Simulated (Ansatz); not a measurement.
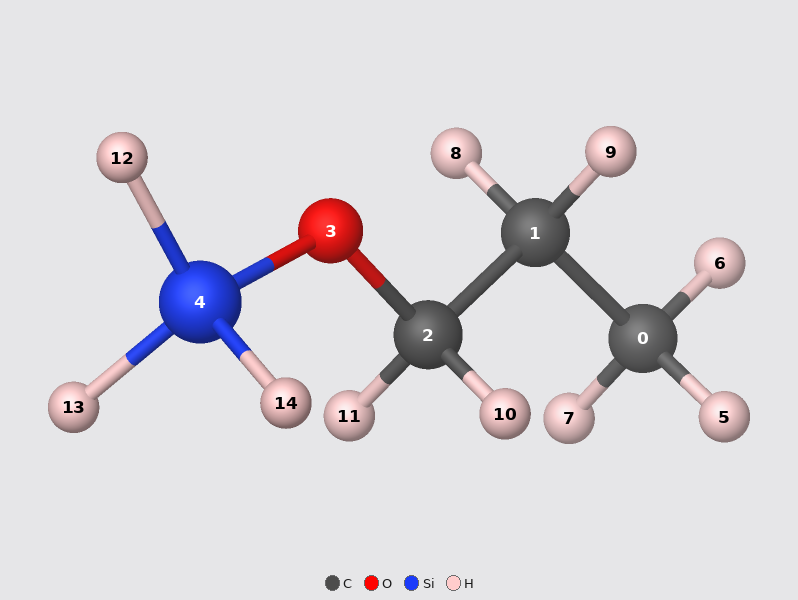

The structure as it stands in the input. Atoms are numbered from 0, in the order of the input.

The calculation was set up as follows.

```yaml
crystal:
  periodic: [false, false, false]
  atoms:
    - {symbol: C, position_ang: [-0.003720, -1.038383, 2.189308]}
    - {symbol: C, position_ang: [0.672795, -0.207427, 1.113502]}
    - {symbol: C, position_ang: [-0.199609, -0.047080, -0.109608]}
    - {symbol: O, position_ang: [0.474537, 0.730094, -1.079019]}
    - {symbol: Si, position_ang: [-0.195092, 1.102469, -2.530620]}
    - {symbol: H, position_ang: [-0.939606, -0.578368, 2.518647]}
    - {symbol: H, position_ang: [0.637328, -1.145284, 3.066166]}
    - {symbol: H, position_ang: [-0.238799, -2.043332, 1.827689]}
    - {symbol: H, position_ang: [1.616372, -0.669777, 0.808410]}
    - {symbol: H, position_ang: [0.920303, 0.787332, 1.496104]}
    - {symbol: H, position_ang: [-1.147661, 0.435827, 0.168537]}
    - {symbol: H, position_ang: [-0.447093, -1.035129, -0.524096]}
    - {symbol: H, position_ang: [0.803844, 1.916327, -3.260507]}
    - {symbol: H, position_ang: [-0.517371, -0.131610, -3.301741]}
    - {symbol: H, position_ang: [-1.458129, 1.873637, -2.353272]}
basis:
  gaussian: {orbitals: def2-TZVPP}
hamiltonian: {xc: {name: B3LYP}, dispersion: d4}
output: {forces: true, orbitals: {seedname: orbitals}}
```

It was started with:

```sh
ansatz run in.yaml --threads 4 --pin off --events-out ev --progress --plain --max-ram 10444MiB
```

Result:

```
Functional definition: B3LYP
  name "B3LYP"
  cite "Stephens, Devlin, Chabalowski & Frisch, J. Phys. Chem. 98, 11623 (1994) doi:10.1021/j100096a001"
  cite "Becke, Phys. Rev. A 38, 3098 (1988) doi:10.1103/PhysRevA.38.3098"
  cite "Lee, Yang & Parr, Phys. Rev. B 37, 785 (1988) doi:10.1103/PhysRevB.37.785"
  cite "Vosko, Wilk & Nusair, Can. J. Phys. 58, 1200 (1980) doi:10.1139/p80-159"
  parameter a0 = 0.2
  parameter ax = 0.72
  parameter ac = 0.81
  exchange = (1 - a0 - ax)*slater_x + ax*b88_x + a0*exact_x
  correlation = (1 - ac)*vwn_rpa_c + ac*lyp_c
1572 factors; their error is unknown
mean field evaluation 1: about -13191.6090 eV, gradient 7.3e1 eV
mean field evaluation 2: about -13177.1083 eV, gradient 1.1e2 eV
mean field evaluation 4: about -13202.8976 eV, gradient 7.5e0 eV
mean field evaluation 8: about -13202.9982 eV, gradient 6.3e-1 eV
mean field evaluation 16: about -13202.9988 eV, gradient 2.2e-5 eV
mean field -13202.99876052 eV, -485.2012551351 hartree, gradient 2.2e-5 eV, S^2 0.000000; 0 other end points of the search recorded, 0 dependent functions left out
the calculation of the forces begins
reference -13202.99909003 eV, -485.2012672442 hartree; 25, 25 occupied and 281, 281 virtual orbitals, 1572 factors
Total energy: -13203.42895322 eV, -485.2170644254 hartree
Atom 0 at    -0.003720    -1.038383     2.189308 Å, force    -0.082666    -0.126477     0.184479 eV/Å
Atom 1 at     0.672795    -0.207427     1.113502 Å, force     0.207931     0.094422     0.009872 eV/Å
Atom 2 at    -0.199609    -0.047080    -0.109608 Å, force    -0.258169    -0.178598     0.117577 eV/Å
Atom 3 at     0.474537     0.730094    -1.079019 Å, force     0.119530     0.129236    -0.153166 eV/Å
Atom 4 at    -0.195092     1.102469    -2.530620 Å, force    -0.033105     0.086232    -0.215237 eV/Å
Atom 5 at    -0.939606    -0.578368     2.518647 Å, force     0.039730    -0.025910    -0.007684 eV/Å
Atom 6 at     0.637328    -1.145284     3.066166 Å, force    -0.035417    -0.001615    -0.032503 eV/Å
Atom 7 at    -0.238799    -2.043332     1.827689 Å, force     0.007526     0.041087     0.023921 eV/Å
Atom 8 at     1.616372    -0.669777     0.808410 Å, force    -0.041910     0.027562     0.020542 eV/Å
Atom 9 at     0.920303     0.787332     1.496104 Å, force    -0.004091    -0.051403    -0.016841 eV/Å
Atom 10 at    -1.147661     0.435827     0.168537 Å, force     0.049361    -0.029459    -0.022591 eV/Å
Atom 11 at    -0.447093    -1.035129    -0.524096 Å, force     0.007340     0.058138     0.018779 eV/Å
Atom 12 at     0.803844     1.916327    -3.260507 Å, force    -0.069202    -0.050669     0.038916 eV/Å
Atom 13 at    -0.517371    -0.131610    -3.301741 Å, force     0.017229     0.076542     0.046581 eV/Å
Atom 14 at    -1.458129     1.873637    -2.353272 Å, force     0.075915    -0.049088    -0.012645 eV/Å
Dipole moment:    -0.125853    -0.127795     0.144932 e Å
```
